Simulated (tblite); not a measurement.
## Geometry relaxation, with input and output: C2H10BNSi2 (part 4 of 4)

Continued. System: C2H10BNSi2. Method: GFN2-xTB geometry optimisation, gas phase (tblite 0.8.0). It belongs to a series of runs on one base structure; here: constitutional isomer.

Geometry of the input (Å):
```
B  -1.8440  1.4285  -0.5922
N  -0.7540  0.3888  -0.6867
Si -1.4783  -1.2201  -0.3395
Si 0.4403  0.7420  0.6117
C  1.8958  -0.3948  0.4690
C  2.6256  -0.4169  -0.6537
H  -2.0796  2.1209  -1.5285
H  -2.4802  1.5766  0.4033
H  -2.5022  -1.5146  -1.3599
H  -2.1185  -1.2216  0.9933
H  -0.4541  -2.2605  -0.3978
H  -0.1819  0.5543  1.9453
H  0.9047  2.1247  0.5049
H  2.1522  -1.0484  1.2870
H  2.3899  0.2366  -1.4903
H  3.4769  -1.0866  -0.7143
```

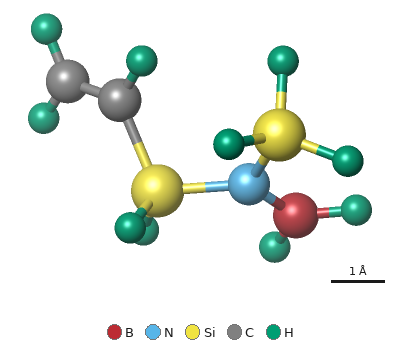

*The geometry at step 208 of the log (ball-and-stick view, seen at a tilt).*

Trajectory as extended XYZ, continued
```
16
Properties=species:S:1:pos:R:3:forces:R:3 step=180 energy=-463.29629
B    -1.6055    1.2807   -1.0507   -0.0040  -0.0420   0.0050
N    -1.0851    0.3245   -0.1613   -0.0130   0.0270   0.0220
Si   -1.7944   -1.2801   -0.0588   -0.0140  -0.0340  -0.0150
Si    0.3536    0.6496    0.8114   -0.0180   0.0310   0.0020
C     1.7397   -0.4425    0.1502    0.0870   0.0080  -0.0820
C     2.9015   -0.0049   -0.3186   -0.1190  -0.0280   0.0560
H    -2.5677    1.0286   -1.6748    0.0330   0.0150   0.0110
H    -1.0754    2.3203   -1.1642   -0.0260  -0.0020   0.0080
H    -3.2311   -1.1960   -0.3183    0.0490   0.0160  -0.0120
H    -1.5684   -1.7782    1.3013    0.0230   0.0150  -0.0050
H    -1.1229   -2.1481   -1.0372   -0.0280   0.0230   0.0260
H     0.0104    0.3235    2.2056    0.0220  -0.0270  -0.0490
H     0.6881    2.0675    0.6960    0.0020  -0.0130  -0.0110
H     1.5428   -1.5112    0.1110    0.0250   0.0680   0.0180
H     3.1579    1.0444   -0.3128   -0.0280  -0.0770   0.0070
H     3.6492   -0.6693   -0.7274    0.0090   0.0200   0.0210
16
Properties=species:S:1:pos:R:3:forces:R:3 step=185 energy=-463.29951
B    -1.6403    1.2883   -1.0369    0.0160  -0.0230   0.0000
N    -1.0958    0.3333   -0.1624    0.0040  -0.0170   0.0110
Si   -1.7812   -1.2826   -0.0592    0.0130   0.0170   0.0010
Si    0.3554    0.6672    0.7838    0.0030  -0.0300   0.0230
C     1.7316   -0.4416    0.1299    0.0070   0.0000  -0.0300
C     2.9161   -0.0267   -0.2925    0.0000  -0.0020  -0.0040
H    -2.6017    1.0288   -1.6549   -0.0150   0.0020  -0.0100
H    -1.1267    2.3357   -1.1456   -0.0160   0.0210   0.0050
H    -3.2161   -1.1892   -0.3055   -0.0160  -0.0140  -0.0130
H    -1.5328   -1.7932    1.2922    0.0160   0.0270  -0.0020
H    -1.1153   -2.1406   -1.0473   -0.0140   0.0090  -0.0040
H     0.0259    0.3400    2.1796    0.0190  -0.0070  -0.0060
H     0.6955    2.0808    0.6542    0.0050   0.0080  -0.0120
H     1.5202   -1.5036    0.0670   -0.0390  -0.0120   0.0220
H     3.1970    1.0130   -0.2611   -0.0030   0.0220   0.0030
H     3.6606   -0.7007   -0.6898    0.0190   0.0000   0.0170
16
Properties=species:S:1:pos:R:3:forces:R:3 step=189 energy=-463.30122
B    -1.6982    1.2947   -1.0218    0.0020  -0.0110   0.0190
N    -1.1048    0.3376   -0.1806   -0.0120   0.0180  -0.0170
Si   -1.7725   -1.2845   -0.0598   -0.0130   0.0070  -0.0040
Si    0.3661    0.6842    0.7296   -0.0010   0.0170  -0.0150
C     1.7298   -0.4420    0.0817    0.1670   0.0330  -0.0370
C     2.9603   -0.0548   -0.2326   -0.1430  -0.0140   0.0710
H    -2.6755    1.0304   -1.6146    0.0110  -0.0200   0.0080
H    -1.2189    2.3594   -1.1223    0.0100   0.0040   0.0050
H    -3.2178   -1.1961   -0.2446   -0.0060  -0.0200  -0.0010
H    -1.4625   -1.8074    1.2755    0.0130   0.0380  -0.0270
H    -1.1523   -2.1312   -1.0864   -0.0020   0.0080  -0.0010
H     0.0474    0.3850    2.1332    0.0320  -0.0020   0.0220
H     0.7288    2.0902    0.5665   -0.0260  -0.0080  -0.0080
H     1.4721   -1.4901   -0.0434    0.0450   0.0430  -0.0050
H     3.2802    0.9725   -0.1272   -0.0680  -0.0930  -0.0040
H     3.7103   -0.7390   -0.6015   -0.0090  -0.0020  -0.0070
16
Properties=species:S:1:pos:R:3:forces:R:3 step=194 energy=-463.30337
B    -1.7343    1.3045   -0.9977   -0.0010   0.0170   0.0090
N    -1.1075    0.3424   -0.1880    0.0040   0.0200   0.0070
Si   -1.7586   -1.2862   -0.0739   -0.0110  -0.0020  -0.0150
Si    0.3723    0.7005    0.7043    0.0060  -0.0070  -0.0030
C     1.7295   -0.4437    0.0718   -0.0490   0.0010   0.0290
C     2.9712   -0.0819   -0.2085    0.0290   0.0020  -0.0210
H    -2.7127    1.0294   -1.5843    0.0200  -0.0020   0.0110
H    -1.2805    2.3826   -1.0738   -0.0010   0.0000  -0.0140
H    -3.2034   -1.2172   -0.2689   -0.0090  -0.0160   0.0130
H    -1.4419   -1.8013    1.2609    0.0100   0.0190   0.0030
H    -1.1316   -2.1268   -1.0999    0.0160   0.0010  -0.0150
H     0.0763    0.4284    2.1195    0.0160  -0.0040   0.0040
H     0.7372    2.1024    0.5150   -0.0230  -0.0050  -0.0160
H     1.4581   -1.4843   -0.0633    0.0000  -0.0450  -0.0080
H     3.3015    0.9376   -0.0953    0.0030   0.0170   0.0110
H     3.7167   -0.7774   -0.5664   -0.0100   0.0040   0.0070
16
Properties=species:S:1:pos:R:3:forces:R:3 step=199 energy=-463.30504
B    -1.7679    1.3174   -0.9730    0.0140   0.0150  -0.0040
N    -1.1152    0.3510   -0.1899   -0.0050  -0.0040  -0.0010
Si   -1.7491   -1.2852   -0.0874    0.0250  -0.0010   0.0080
Si    0.3792    0.7079    0.6764   -0.0020   0.0050  -0.0020
C     1.7256   -0.4580    0.0614    0.0320   0.0060  -0.0020
C     2.9801   -0.1045   -0.1773   -0.0450  -0.0300   0.0090
H    -2.7546    1.0343   -1.5391   -0.0120   0.0100  -0.0070
H    -1.3261    2.4003   -1.0545   -0.0030  -0.0110   0.0000
H    -3.1959   -1.2428   -0.2698   -0.0140  -0.0040   0.0140
H    -1.4066   -1.7981    1.2416   -0.0010   0.0020   0.0080
H    -1.1168   -2.1068   -1.1251    0.0110  -0.0050  -0.0210
H     0.1124    0.4758    2.1046   -0.0060  -0.0070   0.0040
H     0.7371    2.1034    0.4378    0.0060   0.0040  -0.0020
H     1.4437   -1.4945   -0.0970    0.0210   0.0280  -0.0060
H     3.3173    0.9093   -0.0321   -0.0100  -0.0050  -0.0060
H     3.7293   -0.8007   -0.5252   -0.0100  -0.0010   0.0070
16
Properties=species:S:1:pos:R:3:forces:R:3 step=204 energy=-463.30556
B    -1.7894    1.3272   -0.9596   -0.0010  -0.0090  -0.0030
N    -1.1191    0.3582   -0.1946    0.0010   0.0000   0.0020
Si   -1.7310   -1.2864   -0.0946   -0.0030  -0.0010  -0.0010
Si    0.3797    0.7184    0.6631   -0.0010   0.0000   0.0000
C     1.7179   -0.4604    0.0550    0.0180   0.0000  -0.0070
C     2.9793   -0.1228   -0.1657   -0.0080   0.0010   0.0050
H    -2.7810    1.0433   -1.5182    0.0050   0.0040   0.0060
H    -1.3577    2.4140   -1.0337    0.0040   0.0050   0.0000
H    -3.1794   -1.2655   -0.2759    0.0040  -0.0020   0.0060
H    -1.3868   -1.7909    1.2379    0.0030  -0.0070  -0.0060
H    -1.0851   -2.0965   -1.1347   -0.0020   0.0020   0.0000
H     0.1197    0.4945    2.0946   -0.0060   0.0040  -0.0060
H     0.7453    2.1099    0.4116    0.0000  -0.0030  -0.0010
H     1.4286   -1.4925   -0.1147    0.0000   0.0130   0.0060
H     3.3277    0.8863   -0.0136   -0.0060  -0.0090  -0.0010
H     3.7236   -0.8280   -0.5055   -0.0050   0.0000   0.0000
16
Properties=species:S:1:pos:R:3:forces:R:3 step=208 energy=-463.30577
B    -1.8026    1.3302   -0.9510    0.0040   0.0020   0.0080
N    -1.1216    0.3586   -0.1984   -0.0050   0.0000  -0.0100
Si   -1.7274   -1.2885   -0.0994    0.0000  -0.0040   0.0120
Si    0.3824    0.7236    0.6471    0.0050  -0.0020  -0.0090
C     1.7186   -0.4618    0.0481    0.0190   0.0060  -0.0140
C     2.9861   -0.1311   -0.1477   -0.0230   0.0050   0.0080
H    -2.8026    1.0500   -1.4956    0.0040  -0.0020   0.0000
H    -1.3716    2.4179   -1.0254   -0.0030  -0.0070  -0.0030
H    -3.1777   -1.2723   -0.2623   -0.0020   0.0020   0.0000
H    -1.3695   -1.8013    1.2266    0.0080   0.0010  -0.0100
H    -1.0904   -2.0926   -1.1495   -0.0020   0.0050  -0.0030
H     0.1268    0.5182    2.0811   -0.0070   0.0000   0.0140
H     0.7518    2.1101    0.3763    0.0010   0.0090   0.0000
H     1.4222   -1.4889   -0.1373    0.0090   0.0040   0.0100
H     3.3362    0.8755    0.0189    0.0010  -0.0270   0.0000
H     3.7317   -0.8386   -0.4799   -0.0070   0.0070  -0.0020
16
Properties=species:S:1:pos:R:3:forces:R:3 step=213 energy=-463.30603
B    -1.8272    1.3357   -0.9331   -0.0050  -0.0050  -0.0100
N    -1.1240    0.3618   -0.2054    0.0030  -0.0020   0.0050
Si   -1.7163   -1.2902   -0.1067    0.0030  -0.0010  -0.0060
Si    0.3867    0.7365    0.6241   -0.0130  -0.0040   0.0110
C     1.7164   -0.4619    0.0370    0.0070  -0.0050  -0.0010
C     2.9936   -0.1504   -0.1221   -0.0070   0.0040  -0.0040
H    -2.8342    1.0522   -1.4632    0.0020   0.0020   0.0010
H    -1.4064    2.4271   -1.0037   -0.0040   0.0020  -0.0030
H    -3.1687   -1.2829   -0.2505    0.0010  -0.0010   0.0050
H    -1.3323   -1.8085    1.2093    0.0030  -0.0010   0.0010
H    -1.0878   -2.0827   -1.1708   -0.0050   0.0050  -0.0040
H     0.1335    0.5568    2.0638    0.0090   0.0060  -0.0120
H     0.7567    2.1169    0.3240    0.0050   0.0050   0.0070
H     1.4096   -1.4817   -0.1702    0.0020   0.0090   0.0080
H     3.3591    0.8461    0.0678   -0.0060  -0.0090   0.0030
H     3.7337   -0.8657   -0.4489    0.0030  -0.0030  -0.0010
16
Properties=species:S:1:pos:R:3:forces:R:3 step=218 energy=-463.30632
B    -1.8485    1.3359   -0.9212    0.0060   0.0050   0.0070
N    -1.1260    0.3654   -0.2074   -0.0070   0.0000  -0.0140
Si   -1.7056   -1.2916   -0.1139   -0.0100  -0.0100  -0.0010
Si    0.3910    0.7500    0.6044    0.0080   0.0070  -0.0090
C     1.7133   -0.4619    0.0269   -0.0080  -0.0020   0.0080
C     2.9979   -0.1671   -0.0980    0.0030  -0.0120   0.0160
H    -2.8637    1.0470   -1.4319    0.0000   0.0010  -0.0070
H    -1.4365    2.4307   -0.9966   -0.0040  -0.0050  -0.0020
H    -3.1616   -1.2899   -0.2254    0.0130  -0.0040   0.0080
H    -1.2904   -1.8248    1.1870    0.0040   0.0060  -0.0060
H    -1.0987   -2.0682   -1.2024   -0.0050   0.0080   0.0000
H     0.1462    0.6027    2.0478    0.0060  -0.0080   0.0140
H     0.7693    2.1241    0.2817   -0.0050  -0.0040  -0.0010
H     1.3973   -1.4737   -0.2034   -0.0080   0.0060   0.0000
H     3.3735    0.8187    0.1221    0.0020   0.0120  -0.0080
H     3.7349   -0.8885   -0.4183    0.0040  -0.0010  -0.0060
16
Properties=species:S:1:pos:R:3:forces:R:3 step=223 energy=-463.30687
B    -1.8688    1.3358   -0.9125   -0.0240  -0.0110  -0.0260
N    -1.1256    0.3687   -0.2168    0.0060  -0.0030   0.0180
Si   -1.6965   -1.2917   -0.1197    0.0110   0.0090  -0.0010
Si    0.3958    0.7644    0.5814   -0.0110  -0.0200   0.0080
C     1.7111   -0.4608    0.0167    0.0110   0.0040  -0.0070
C     3.0042   -0.1873   -0.0625    0.0080   0.0060  -0.0030
H    -2.8890    1.0371   -1.4071   -0.0090   0.0000  -0.0090
H    -1.4728    2.4347   -0.9974    0.0230   0.0140   0.0150
H    -3.1552   -1.2944   -0.1654   -0.0060  -0.0050   0.0050
H    -1.2229   -1.8366    1.1557    0.0040  -0.0030  -0.0030
H    -1.1344   -2.0478   -1.2454   -0.0030  -0.0010  -0.0010
H     0.1616    0.6407    2.0302    0.0060  -0.0040  -0.0080
H     0.7733    2.1311    0.2337    0.0030   0.0230  -0.0070
H     1.3835   -1.4602   -0.2481   -0.0050  -0.0040   0.0120
H     3.3888    0.7893    0.1847   -0.0020  -0.0120   0.0050
H     3.7394   -0.9141   -0.3762   -0.0130   0.0070   0.0000
16
Properties=species:S:1:pos:R:3:forces:R:3 step=227 energy=-463.30758
B    -1.8780    1.3286   -0.9196    0.0070   0.0030   0.0110
N    -1.1274    0.3718   -0.2160   -0.0150   0.0100  -0.0170
Si   -1.6925   -1.2901   -0.1179    0.0020  -0.0080  -0.0060
Si    0.3970    0.7769    0.5700    0.0090   0.0220  -0.0130
C     1.7092   -0.4527    0.0078   -0.0170   0.0030   0.0060
C     3.0079   -0.2002   -0.0350   -0.0080   0.0050  -0.0210
H    -2.9004    1.0232   -1.4055   -0.0030  -0.0070  -0.0100
H    -1.4849    2.4284   -1.0137    0.0120   0.0040   0.0080
H    -3.1525   -1.2917   -0.0811    0.0100  -0.0080   0.0070
H    -1.1452   -1.8614    1.1153   -0.0050   0.0010   0.0070
H    -1.1914   -2.0240   -1.2865   -0.0090  -0.0020  -0.0020
H     0.1728    0.6669    2.0198   -0.0020  -0.0070   0.0190
H     0.7701    2.1427    0.2086   -0.0020   0.0020  -0.0030
H     1.3696   -1.4404   -0.2838    0.0050  -0.0140   0.0000
H     3.4032    0.7643    0.2395    0.0040  -0.0020   0.0120
H     3.7350   -0.9334   -0.3504    0.0130  -0.0020   0.0030
16
Properties=species:S:1:pos:R:3:forces:R:3 step=232 energy=-463.30822
B    -1.8638    1.3201   -0.9420   -0.0030   0.0020  -0.0010
N    -1.1251    0.3689   -0.2190   -0.0030  -0.0030  -0.0020
Si   -1.7006   -1.2893   -0.1084    0.0060  -0.0040   0.0030
Si    0.3945    0.7771    0.5755   -0.0040  -0.0080  -0.0010
C     1.7085   -0.4477    0.0065    0.0030  -0.0020  -0.0020
C     3.0069   -0.1919   -0.0311   -0.0010   0.0030  -0.0020
H    -2.8729    1.0077   -1.4525    0.0060   0.0000   0.0040
H    -1.4712    2.4210   -1.0286    0.0000  -0.0020  -0.0020
H    -3.1575   -1.2808   -0.0005    0.0040   0.0000  -0.0010
H    -1.1065   -1.8723    1.0980   -0.0040   0.0030  -0.0050
H    -1.2615   -2.0212   -1.3028   -0.0040   0.0030   0.0050
H     0.1685    0.6553    2.0251   -0.0010   0.0020  -0.0010
H     0.7641    2.1448    0.2199    0.0000   0.0100   0.0010
H     1.3714   -1.4331   -0.2966    0.0030  -0.0020  -0.0010
H     3.3991    0.7697    0.2585    0.0020  -0.0040   0.0020
H     3.7384   -0.9193   -0.3508   -0.0020   0.0010   0.0010
```

Key numbers

| quantity | value |
| --- | --- |
| outcome | converged |
| total energy | −463.3082 eV |
| hardware | 1 CPU thread, shared host |
| wall time | 2.6 s |
| peak memory | 0.18 GiB |
